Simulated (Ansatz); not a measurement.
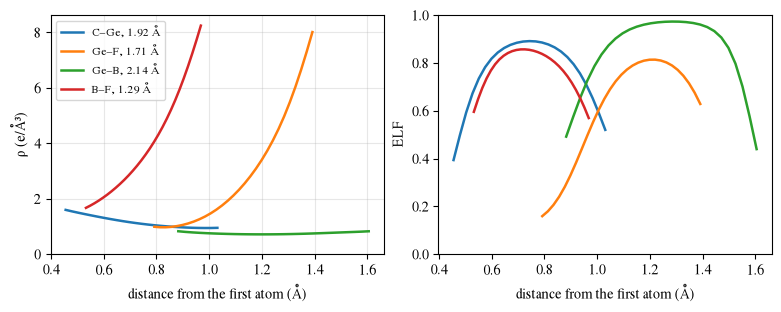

*CH3BF3Ge (SMILES [CH3][Ge+]([F])[B](F)F) (charge +1). Total electron density and ELF along straight lines between neighbouring atoms. The curves leave out the atomic cores.*

Geometry: B3LYP-D3(BJ)/def2-SVP.

These are results of isolated molecule in a Gaussian basis; Kohn-Sham density functional theory, functional PBE0 in Ansatz, not measurements.

```xyz
9

C    -0.2766    0.6697    2.7963
B     2.9760   -0.6396    1.3002
F     2.1275    2.2966    2.0659
F     3.8357   -1.1245    2.1324
F     2.9169   -0.8851    0.0339
Ge    1.5088    0.7001    2.0956
H    -0.4194    1.5566    3.4328
H    -0.9661    0.7195    1.9327
H    -0.4553   -0.2667    3.3472
```

Compare the contacts.

Answer. C–Ge (1.92 Å): ρ at the midpoint is about 0.95 e/Å³; the ELF peaks at about 0.90 between the atoms (a covalent bond).
Ge–F (1.71 Å): ρ at the midpoint is about 0.98 e/Å³; the ELF peaks at about 0.80 in the valence shell of F, 0.5 Å from its nucleus, and is about 0.25 at the midpoint.
Ge–B (2.14 Å): ρ at the midpoint is about 0.73 e/Å³; the ELF peaks at about 1 between the atoms (a covalent bond).
B–F (1.29 Å): ρ is about 2.4 e/Å³ halfway; the ELF peaks at about 0.85 between the atoms: a polar covalent bond.
